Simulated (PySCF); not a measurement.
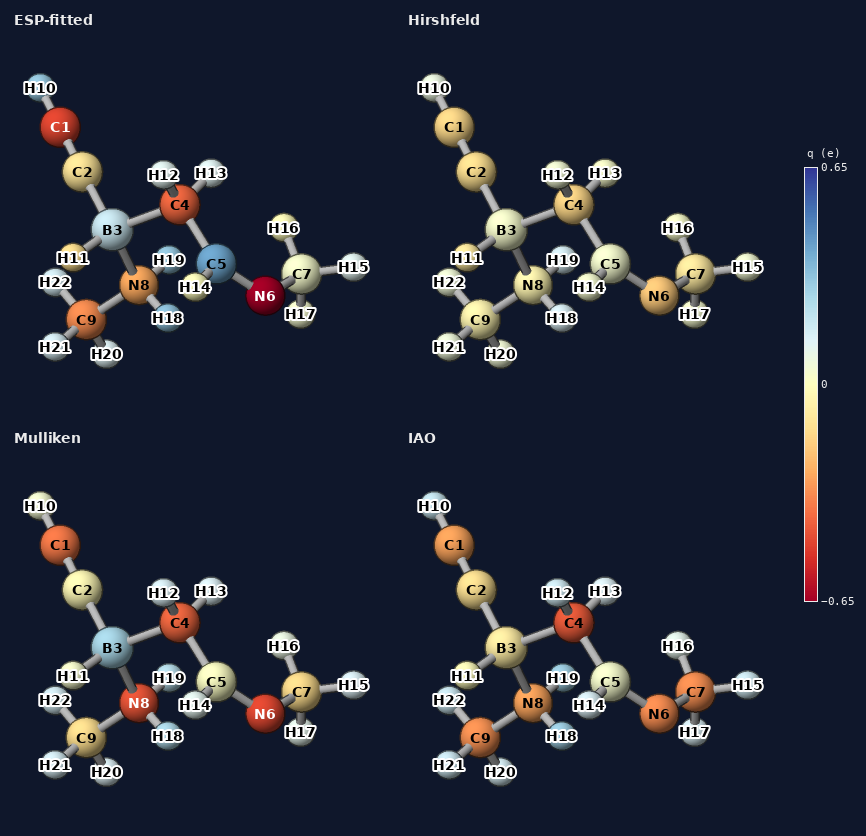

Atomic charges of one calculation by 4 schemes, on one colour scale. The geometry was computed by an optimisation with GFN2-xTB. No frequency run is at hand to confirm it as a minimum. Level of theory: PBE0/pcSseg-1 (PySCF 2.14.0).

**On which atom do the schemes disagree most?**

On N6 (from −0.65 to −0.18 e).

List the charges (e), one line for each set of equivalent atoms.

| atom | ESP-fitted | Hirshfeld | Mulliken | IAO |
| --- | --- | --- | --- | --- |
| C1 | −0.47 | −0.14 | −0.36 | −0.28 |
| C2 | −0.10 | −0.12 | −0.02 | −0.12 |
| B3 | 0.18 | 0.03 | 0.26 | −0.07 |
| C4 | −0.40 | −0.15 | −0.40 | −0.42 |
| C5 | 0.40 | 0.04 | 0.01 | 0.03 |
| N6 | −0.65 | −0.18 | −0.46 | −0.32 |
| C7 | 0.03 | −0.08 | −0.13 | −0.32 |
| N8 | −0.27 | −0.04 | −0.44 | −0.28 |
| C9 | −0.33 | −0.04 | −0.13 | −0.31 |
| H10 | 0.30 | 0.08 | 0.04 | 0.19 |
| H11 | −0.13 | −0.08 | 0.03 | −0.01 |
| H12 | 0.11 | 0.05 | 0.14 | 0.16 |
| H13 | 0.12 | 0.03 | 0.13 | 0.13 |
| H14 | 0.00 | 0.04 | 0.11 | 0.14 |
| H15 | 0.12 | 0.05 | 0.14 | 0.16 |
| H16 | −0.01 | 0.03 | 0.08 | 0.10 |
| H17 | 0.04 | 0.04 | 0.10 | 0.14 |
| H18 | 0.32 | 0.14 | 0.24 | 0.29 |
| H19 | 0.31 | 0.15 | 0.23 | 0.29 |
| H20 | 0.13 | 0.06 | 0.13 | 0.15 |
| H21 | 0.15 | 0.06 | 0.15 | 0.17 |
| H22 | 0.15 | 0.06 | 0.16 | 0.17 |

The geometry is semi-empirical. Around B such bond lengths and angles can be off by a tenth of an ångström or more and by several degrees, and values that hang on the shape move with them.
